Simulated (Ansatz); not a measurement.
**What Hf → La does to Hf**

The reference is Hf in the hcp (Mg type) structure (space group P6_3/mmc, No. 194; a = 3.2041 Å, c = 5.0689 Å).

The change: full substitution Hf → La; the structure is relaxed again.

Level of theory: PBE (Ansatz, a quantum-chemistry and plane-wave program; PAW; 420 eV plane waves; scalar-relativistic without spin-orbit coupling), earlier PAW set. k-mesh 14×14×8 (Γ-centred); smearing 0.05 eV (Fermi–Dirac), for the changed cell.

```json
{
 "density": "6.13 g/cm³ (base 13.15 g/cm³)",
 "lattice_parameter_a": "3.769 Å (base 3.204 Å)",
 "c/a ratio": "1.623 (base 1.582)",
 "space_group": "P6_3/mmc (No. 194) (base P6_3/mmc (No. 194))",
 "shortest_interatomic_distance": "3.754 Å (base 3.138 Å)",
 "band_gap": "zero (base zero)"
}
```

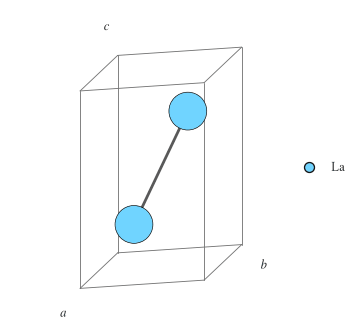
The relaxed conventional cell after the change

Stability against distortions was not tested. The final runs are not spin-polarised.
